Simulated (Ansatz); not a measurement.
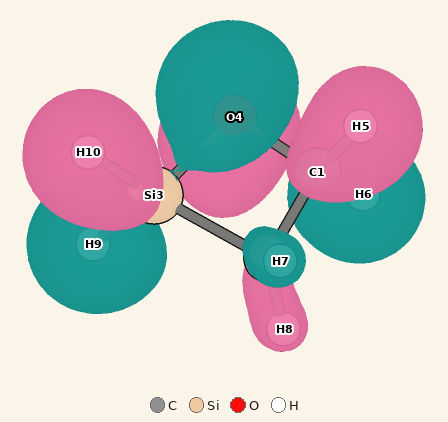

The picture shows: C₂H₆OSi (SMILES C1C[SiH2]O1). The HOMO at ±0.08 Å⁻³ᐟ² (teal and pink are the two phases), seen at a tilt.

Geometry: PBE0-D4/def2-TZVP.

Computed with RKS PBE0-D4/def2-TZVPP (Ansatz).

```xyz
10

C    -0.8164    0.5560   -0.5336
C    -0.3498   -0.8519   -0.0938
Si    1.0993    0.1126    0.5973
O     0.2558    1.3989   -0.0460
H    -0.9014    0.6653   -1.6178
H    -1.7590    0.8627   -0.0730
H    -0.1447   -1.5320   -0.9191
H    -1.0111   -1.3395    0.6208
H     1.2673    0.1737    2.0750
H     2.4432   -0.0970   -0.0068
```

Q: Where does this orbital lie, and at what energy?

A: Its weight (Hirshfeld) is mainly on O4 (about 50 %), Si3 (about 10 %), C1 (about 10 %), H9 (about 5 %) and H10 (about 5 %). Its energy is −7.86 eV.
